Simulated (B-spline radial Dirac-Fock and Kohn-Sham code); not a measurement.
# An X-ray data sheet for Ar¹³⁺, step by step

What does theory give for the Ar¹³⁺ ion? The session works out its X-ray form factor and Compton profile, the binding energy of each subshell, its photoionisation cross sections and the widths and yields of its core holes.

The numbers are computed with B-spline radial Dirac-Fock and Kohn-Sham code (version 2): a free atom or ion on a radial basis; each step names its model.

### 1 The system

The Ar¹³⁺ ion, configuration 1s2 2s2 2p1.

```yaml
nuclear_charge: 18
electrons: 5
mass_number: 40
nuclear_rms_radius: 3.4274 fm
```

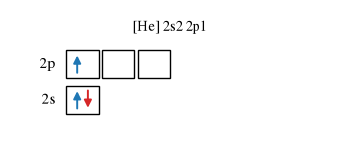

The shells outside the core; arrows follow Hund's rule for the drawing alone (heavy ions are jj-coupled), while the calculation averages over the configuration.

### 2 Form factor and Compton profile

Model: Dirac-Fock average of configuration, finite nucleus; form factor of the spherical density, Waller-Hartree incoherent function, impulse-approximation Compton profiles.

Settings, as recorded:

```ini
task = scatter
Z = 18
charge = 13
configuration = 1s2 2s2 2p1
mass_number = 40
rms_radius = 3.4274  # fm
s = [0.0, 0.07, 0.09, 0.11, 0.13, 0.15, 0.18, 0.22, 0.26, 0.31, 0.38, 0.45, 0.54, 0.65, 0.78, 0.93, 1.11, 1.34, 1.6, 1.92, 2.3, 2.76, 3.31]  # 1/A
pz = [0, 0.1, 0.2, 0.3, 0.4, 0.5, 0.6, 0.8, 1.0, 1.2, 1.4, 1.6, 1.8, 2.0, 2.5, 3.0, 4.0, 5.0, 7.0, 10.0, 15.0, 20.0, 30.0, 40.0, 60.0, 100.0]  # a.u.
photon_energy = [1000, 2000, 8047.8, 10000, 17479.3, 30000, 200000, 1000000]  # eV
```

### 3 Hole states by ΔSCF

Model: Dirac-Fock average of configuration, Delta-SCF, finite nucleus, first-order Breit with its frequency dependence, self-energy and vacuum polarisation.

Settings, as recorded:

```ini
task = binding
```

### 4 Subshell cross sections

Model: independent-particle photoionisation: Dirac-Hartree-Slater potential of the initial state with a Latter tail for bound and continuum orbitals, all multipoles in the length form, thresholds from Dirac-Fock Delta-SCF.

Recorded inputs:

```ini
task = photo
photon_energy = [34.3, 92.0, 100, 200, 214.0, 300, 600, 1253.6, 1460.0, 3340.0, 8940.0, 9251.7, 12000, 18200.0, 19500.0, 200000]  # eV
```

### 5 Filling the vacancies

Model: independent-particle rates: relativistic LDA orbitals of the hole state, multipoles to L = 3 (length form), Coulomb Auger matrix elements with a Latter-tail continuum; energies from Dirac-Fock.

The run's settings:

```ini
task = decay
holes = ["K", "L1"]
```

Q: Predict the outcome of this session. Wanted: rms radius of the electron cloud; form factor halves at; Compton profile at zero; deepest level listed, K; least bound, L2,3; K hole: width, yield.

The runs gave:

```
                                quantity                       value
        rms radius of the electron cloud                  0.304 bohr
                   form factor halves at                     1.2 1/Å
                 Compton profile at zero               0.5258 1/a.u.
            deepest level listed, K (1s)                   3834.7 eV
                  least bound, L2,3 (2p)                    754.1 eV
ionisation energy, NIST (semi-empirical)                  755.130 eV
                      total at 1460.0 eV                     50.9 kb
         strongest subshell at 1460.0 eV  L1 (2s), 39.2 kb, β = 2.00
                    K hole: width, yield             0.107 eV, 0.150
                            its lifetime                     6.15 fs
                      its strongest line       Kα1 (K-L3), 3081.5 eV
```

In words: The form factor starts at the 5 electrons and halves by s = 1.2 1/Å. Incoherent scattering outweighs coherent from 200 keV on, among the energies asked. The K (1s) level lies 7.12 eV under Koopmans' value by relaxation alone; Breit gives -2.20 and QED -1.02 eV. NIST's ionisation energy differs by +1.00 eV from the least binding energy; the calculation averages open shells over their j components and terms. L1 (2s) leads at 1460.0 eV with 77 % of the total, and the K shell holds 91 % at 200000 eV. With a yield of 0.15, electron emission is the main way out for the K hole, in 6.2 fs. The Hartree-Fock and Dirac-Fock values hold no electron correlation.
